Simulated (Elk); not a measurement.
# MnPt: cost and accuracy of the k mesh, part 2 of 2

Wanted: the cheapest choice of the k mesh that holds the magnetic results of MnPt.

Elk 11.2.3 (patched build); PBEsol; all-electron APW+lo, Dirac cores, scalar-relativistic bands.

So far, largest spin moment in the muffin-tin sphere (μB): step 2 (rung 1 (mesh 4×4×2), start ferro +) 3.58; step 3 (rung 1 (mesh 2×4×2), start antiferro q=(1/2,1/2,0) +-) 3.77; step 4 (rung 2 (mesh 4×4×4), start ferro +) 3.64; step 5 (rung 2 (mesh 2×4×4), start antiferro q=(1/2,1/2,0) +-) 3.70.

### Step 6. Rung 3 (mesh 6×6×6), start ferro +

The input, elk.in:

```
tasks
  0

xctype
  22

rgkmax
  7.0

nempty
  12

swidth
  0.005

reducebf
  0.5

epsengy
  1e-05

maxscl
  100

lmaxi
  3

spinpol
  .true.

sppath
  './'

avec
  5.34792493269 0.00000000000 0.00000000000
  0.00000000000 5.34792493269 0.00000000000
  0.00000000000 0.00000000000 6.91639761613

atoms
  2
  'Mn.in'
  1
  0.0000000000 0.0000000000 0.0000000000   0.000000 0.000000 -0.105000
  'Pt.in'
  1
  0.5000000000 0.5000000000 0.5000000000   0.000000 0.000000 0.000000

ngridk
  6 6 6
```

Command:

```
$ OMP_NUM_THREADS=4 elk
```

Numbers of over 12 decimals in the logs are rounded to 6 here.

Log:

```text
Warning(gndstate): core states of species 2 leak from the muffin-tin :   0.3502992879E-03

--- INFO.OUT ---
┌─────────────────────────┐
│ Elk code version 11.2.3 │
└─────────────────────────┘

All units are atomic (Hartree, Bohr, etc.)

┌─────────────────────────────────────────────────┐
│ Ground-state run starting from atomic densities │
└─────────────────────────────────────────────────┘

Lattice vectors :
   5.347924933       0.000000000       0.000000000
   0.000000000       5.347924933       0.000000000
[...]
total calculated charge     :    103.0004711
 total charge                :    103.0000000
 error                       :   0.4710806878E-03

Moments :
 interstitial                :   0.8775999943E-01
 muffin-tins
  species : 1 (Mn)
   atom 1                    :    3.653484975
  species : 2 (Pt)
   atom 1                    :   0.3405697070
 total in muffin-tins        :    3.994054682
 total moment                :    4.081814681

┌──────────────────────────────┐
│ Self-consistent loop stopped │
└──────────────────────────────┘

Warning : core states of species 2 leak from the muffin-tin :   0.3502992879E-03

Wrote STATE.OUT

[key lines of the parts left out:]
total energy                :     -19599.131464458
```

It took 65 s on 4 threads of Arm Neoverse V2, shared host; peak memory 0.45 GiB; 4 min of CPU time.

Read from the output:

* magnetization: 4.082 μB
* final state: ferromagnetic
* largest moment: 3.653 μB

The largest moment moves by +0.01 μB from rung 2, at 2.2 times its CPU time.

### Step 7. Rung 3 (mesh 3×6×6), start antiferro q=(1/2,1/2,0) +-

The input, elk.in:

```
tasks
  0

xctype
  22

rgkmax
  7.0

nempty
  12

swidth
  0.005

reducebf
  0.5

epsengy
  1e-05

maxscl
  100

lmaxi
  3

spinpol
  .true.

sppath
  './'

avec
  10.69584986538 0.00000000000 0.00000000000
  5.34792493269 5.34792493269 0.00000000000
  0.00000000000 0.00000000000 6.91639761613

atoms
  2
  'Mn.in'
  2
  0.0000000000 0.0000000000 0.0000000000   0.000000 0.000000 -0.105000
  0.5000000000 0.0000000000 0.0000000000   0.000000 0.000000 0.105000
  'Pt.in'
  2
  0.0000000000 0.5000000000 0.5000000000   0.000000 0.000000 0.000000
  0.5000000000 0.5000000000 0.5000000000   0.000000 0.000000 0.000000

ngridk
  3 6 6
```

Command:

```
$ OMP_NUM_THREADS=4 elk
```

Log:

```text
Warning(gndstate): core states of species 2 leak from the muffin-tin :   0.3506164164E-03

--- INFO.OUT ---
┌─────────────────────────┐
│ Elk code version 11.2.3 │
└─────────────────────────┘

All units are atomic (Hartree, Bohr, etc.)

┌─────────────────────────────────────────────────┐
│ Ground-state run starting from atomic densities │
└─────────────────────────────────────────────────┘

Lattice vectors :
   10.69584987       0.000000000       0.000000000
   5.347924933       5.347924933       0.000000000
[...]
error                       :   0.2699207827E-02

Moments :
 interstitial                :  -0.5203705861E-17
 muffin-tins
  species : 1 (Mn)
   atom 1                    :    3.691498730
   atom 2                    :   -3.691498730
  species : 2 (Pt)
   atom 1                    :  -0.2946239074E-18
   atom 2                    :  -0.2946239074E-18
 total in muffin-tins        :   0.8875891719E-15
 total moment                :   0.8823854660E-15

┌──────────────────────────────┐
│ Self-consistent loop stopped │
└──────────────────────────────┘

Warning : core states of species 2 leak from the muffin-tin :   0.3506164164E-03

Wrote STATE.OUT

[key lines of the parts left out:]
total energy                :     -39198.286818270
```

Elapsed: 3.2 min, on 4 threads; peak memory 0.67 GiB.

Read from the output:

```
magnetization  : 0 μB
final state    : antiferromagnetic
largest moment : 3.692 μB
```

This start lies -325.0 meV a seeded atom from the first, a change of +1.2 meV since rung 2; its largest moment is 3.69 μB.

### Step 8. Rung 4 (mesh 8×8×8), start ferro +

The input, elk.in:

```
tasks
  0

xctype
  22

rgkmax
  7.0

nempty
  12

swidth
  0.005

reducebf
  0.5

epsengy
  1e-05

maxscl
  100

lmaxi
  3

spinpol
  .true.

sppath
  './'

avec
  5.34792493269 0.00000000000 0.00000000000
  0.00000000000 5.34792493269 0.00000000000
  0.00000000000 0.00000000000 6.91639761613

atoms
  2
  'Mn.in'
  1
  0.0000000000 0.0000000000 0.0000000000   0.000000 0.000000 -0.105000
  'Pt.in'
  1
  0.5000000000 0.5000000000 0.5000000000   0.000000 0.000000 0.000000

ngridk
  8 8 8
```

Command:

```
$ OMP_NUM_THREADS=4 elk
```

Log:

```text
Warning(gndstate): core states of species 2 leak from the muffin-tin :   0.3505557490E-03

--- INFO.OUT ---
┌─────────────────────────┐
│ Elk code version 11.2.3 │
└─────────────────────────┘

All units are atomic (Hartree, Bohr, etc.)

┌─────────────────────────────────────────────────┐
│ Ground-state run starting from atomic densities │
└─────────────────────────────────────────────────┘

Lattice vectors :
   5.347924933       0.000000000       0.000000000
   0.000000000       5.347924933       0.000000000
[...]
total calculated charge     :    103.0005195
 total charge                :    103.0000000
 error                       :   0.5195237006E-03

Moments :
 interstitial                :   0.8932033896E-01
 muffin-tins
  species : 1 (Mn)
   atom 1                    :    3.673058171
  species : 2 (Pt)
   atom 1                    :   0.3381047866
 total in muffin-tins        :    4.011162958
 total moment                :    4.100483297

┌──────────────────────────────┐
│ Self-consistent loop stopped │
└──────────────────────────────┘

Warning : core states of species 2 leak from the muffin-tin :   0.3505557490E-03

Wrote STATE.OUT

[key lines of the parts left out:]
total energy                :     -19599.131845578
```

Elapsed: 1.9 min, on 4 threads; peak memory 0.46 GiB; 7.3 min of CPU time.

This step gave:

* magnetization: 4.100 μB
* final state: ferromagnetic
* largest moment: 3.673 μB

The largest moment moves by +0.02 μB from rung 3, at 1.8 times its CPU time.

### Step 9. Rung 4 (mesh 4×8×8), start antiferro q=(1/2,1/2,0) +-

The input, elk.in:

```
tasks
  0

xctype
  22

rgkmax
  7.0

nempty
  12

swidth
  0.005

reducebf
  0.5

epsengy
  1e-05

maxscl
  100

lmaxi
  3

spinpol
  .true.

sppath
  './'

avec
  10.69584986538 0.00000000000 0.00000000000
  5.34792493269 5.34792493269 0.00000000000
  0.00000000000 0.00000000000 6.91639761613

atoms
  2
  'Mn.in'
  2
  0.0000000000 0.0000000000 0.0000000000   0.000000 0.000000 -0.105000
  0.5000000000 0.0000000000 0.0000000000   0.000000 0.000000 0.105000
  'Pt.in'
  2
  0.0000000000 0.5000000000 0.5000000000   0.000000 0.000000 0.000000
  0.5000000000 0.5000000000 0.5000000000   0.000000 0.000000 0.000000

ngridk
  4 8 8
```

Command:

```
$ OMP_NUM_THREADS=4 elk
```

Log:

```text
Warning(gndstate): core states of species 2 leak from the muffin-tin :   0.3507418919E-03

--- INFO.OUT ---
┌─────────────────────────┐
│ Elk code version 11.2.3 │
└─────────────────────────┘

All units are atomic (Hartree, Bohr, etc.)

┌─────────────────────────────────────────────────┐
│ Ground-state run starting from atomic densities │
└─────────────────────────────────────────────────┘

Lattice vectors :
   10.69584987       0.000000000       0.000000000
   5.347924933       5.347924933       0.000000000
[...]
error                       :   0.2662066653E-02

Moments :
 interstitial                :  -0.3718654510E-17
 muffin-tins
  species : 1 (Mn)
   atom 1                    :    3.692859559
   atom 2                    :   -3.692859559
  species : 2 (Pt)
   atom 1                    :  -0.3844342705E-18
   atom 2                    :  -0.3844342705E-18
 total in muffin-tins        :   0.8874095512E-15
 total moment                :   0.8836908966E-15

┌──────────────────────────────┐
│ Self-consistent loop stopped │
└──────────────────────────────┘

Warning : core states of species 2 leak from the muffin-tin :   0.3507418919E-03

Wrote STATE.OUT

[key lines of the parts left out:]
total energy                :     -39198.287175113
```

Wall time 6.2 min (4 threads); peak memory 0.69 GiB.

Read from the output:

```yaml
magnetization: 0 μB
final_state: antiferromagnetic
largest_moment: 3.693 μB
```

This start lies -319.5 meV a seeded atom from the first, a change of +5.5 meV since rung 3; its largest moment is 3.69 μB.

### Step 10. Rung 5 (mesh 12×12×12), start ferro +

The input, elk.in:

```
tasks
  0

xctype
  22

rgkmax
  7.0

nempty
  12

swidth
  0.005

reducebf
  0.5

epsengy
  1e-05

maxscl
  100

lmaxi
  3

spinpol
  .true.

sppath
  './'

avec
  5.34792493269 0.00000000000 0.00000000000
  0.00000000000 5.34792493269 0.00000000000
  0.00000000000 0.00000000000 6.91639761613

atoms
  2
  'Mn.in'
  1
  0.0000000000 0.0000000000 0.0000000000   0.000000 0.000000 -0.105000
  'Pt.in'
  1
  0.5000000000 0.5000000000 0.5000000000   0.000000 0.000000 0.000000

ngridk
  12 12 12
```

Command:

```
$ OMP_NUM_THREADS=4 elk
```

Log:

```text
Warning(gndstate): core states of species 2 leak from the muffin-tin :   0.3506274606E-03

--- INFO.OUT ---
┌─────────────────────────┐
│ Elk code version 11.2.3 │
└─────────────────────────┘

All units are atomic (Hartree, Bohr, etc.)

┌─────────────────────────────────────────────────┐
│ Ground-state run starting from atomic densities │
└─────────────────────────────────────────────────┘

Lattice vectors :
   5.347924933       0.000000000       0.000000000
   0.000000000       5.347924933       0.000000000
[...]
total calculated charge     :    103.0005036
 total charge                :    103.0000000
 error                       :   0.5036097665E-03

Moments :
 interstitial                :   0.8925039311E-01
 muffin-tins
  species : 1 (Mn)
   atom 1                    :    3.680010956
  species : 2 (Pt)
   atom 1                    :   0.3318247725
 total in muffin-tins        :    4.011835728
 total moment                :    4.101086121

┌──────────────────────────────┐
│ Self-consistent loop stopped │
└──────────────────────────────┘

Warning : core states of species 2 leak from the muffin-tin :   0.3506274606E-03

Wrote STATE.OUT

[key lines of the parts left out:]
total energy                :     -19599.131539467
```

It took 5.1 min on 4 threads; peak memory 0.49 GiB; 19 min of CPU time.

Read from the output:

```yaml
magnetization: 4.101 μB
final_state: ferromagnetic
largest_moment: 3.680 μB
```

The largest moment moves by +0.01 μB from rung 4, at 2.7 times its CPU time.

### Step 11. Rung 5 (mesh 6×12×12), start antiferro q=(1/2,1/2,0) +-

The input, elk.in:

```
tasks
  0

xctype
  22

rgkmax
  7.0

nempty
  12

swidth
  0.005

reducebf
  0.5

epsengy
  1e-05

maxscl
  100

lmaxi
  3

spinpol
  .true.

sppath
  './'

avec
  10.69584986538 0.00000000000 0.00000000000
  5.34792493269 5.34792493269 0.00000000000
  0.00000000000 0.00000000000 6.91639761613

atoms
  2
  'Mn.in'
  2
  0.0000000000 0.0000000000 0.0000000000   0.000000 0.000000 -0.105000
  0.5000000000 0.0000000000 0.0000000000   0.000000 0.000000 0.105000
  'Pt.in'
  2
  0.0000000000 0.5000000000 0.5000000000   0.000000 0.000000 0.000000
  0.5000000000 0.5000000000 0.5000000000   0.000000 0.000000 0.000000

ngridk
  6 12 12
```

Command:

```
$ OMP_NUM_THREADS=4 elk
```

Log:

```text
Warning(gndstate): core states of species 2 leak from the muffin-tin :   0.3507629915E-03

--- INFO.OUT ---
┌─────────────────────────┐
│ Elk code version 11.2.3 │
└─────────────────────────┘

All units are atomic (Hartree, Bohr, etc.)

┌─────────────────────────────────────────────────┐
│ Ground-state run starting from atomic densities │
└─────────────────────────────────────────────────┘

Lattice vectors :
   10.69584987       0.000000000       0.000000000
   5.347924933       5.347924933       0.000000000
[...]
error                       :   0.2511330632E-02

Moments :
 interstitial                :  -0.3703841277E-17
 muffin-tins
  species : 1 (Mn)
   atom 1                    :    3.693757676
   atom 2                    :   -3.693757676
  species : 2 (Pt)
   atom 1                    :  -0.5519924645E-18
   atom 2                    :  -0.5519924645E-18
 total in muffin-tins        :   0.4429852249E-15
 total moment                :   0.4392813836E-15

┌──────────────────────────────┐
│ Self-consistent loop stopped │
└──────────────────────────────┘

Warning : core states of species 2 leak from the muffin-tin :   0.3507629915E-03

Wrote STATE.OUT

[key lines of the parts left out:]
total energy                :     -39198.287247260
```

Run time: 14 min. Hardware: 4 threads; peak memory 0.75 GiB; 57 min of CPU time.

Numbers from this step:

* magnetization: 0 μB
* final state: antiferromagnetic
* largest moment: 3.694 μB

This start lies -328.8 meV a seeded atom from the first, a change of -9.3 meV since rung 4; its largest moment is 3.69 μB.

### Step 12. The rungs together

Ladder, by row:

```csv
rung,mesh,state from the first start,state from the second start,second less first (meV a seeded atom),"moment, first (μB)","moment, second (μB)",CPU time (s)
1,4x4x2,ferromagnetic,antiferromagnetic,-247.9,3.58,3.77,330.3
2,4x4x4,ferromagnetic,antiferromagnetic,-326.3,3.643,3.705,485.3
3,6x6x6,ferromagnetic,antiferromagnetic,-325,3.653,3.692,990.3
4,8x8x8,ferromagnetic,antiferromagnetic,-319.5,3.673,3.693,1834
5,12x12x12,ferromagnetic,antiferromagnetic,-328.8,3.68,3.694,4559
```

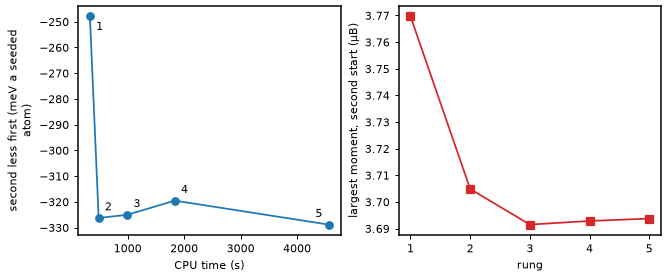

Result against cost, rungs numbered as in the table, and the moment by rung.

### Step 13. Results

- range of the moment in the table, second start: 3.69 to 3.77 μB
- range of CPU time: 5.5 min to 76 min
- range of the energy difference: -329 to -248 meV a seeded atom
- first rung from which all stay within 16 meV of the last: 2

From rung 2 on the result stays within 9.3 meV of the last rung, inside the margin of 16 meV set for it, at 11 % of the last rung's cost. The second start ends lower on every rung of the table; whether functional and cell give the true order is another question.

[Logs and program files are shortened in this print: banners, set-up blocks, solver, clock and traceback lines can be left out without a mark of their own.]

[Logs are printed without paths, hosts, clocks, repeated set-up lines and the standing remarks that a program may print on its own settings, such as how far it seeks lower states.]

[Hosts, paths, dates, database ids (printed as entryN), source tags and the programs' standing remarks are cut or masked in the printed files.]

[Where a cell is said to come from a database of computed structures, the database is the Materials Project.]
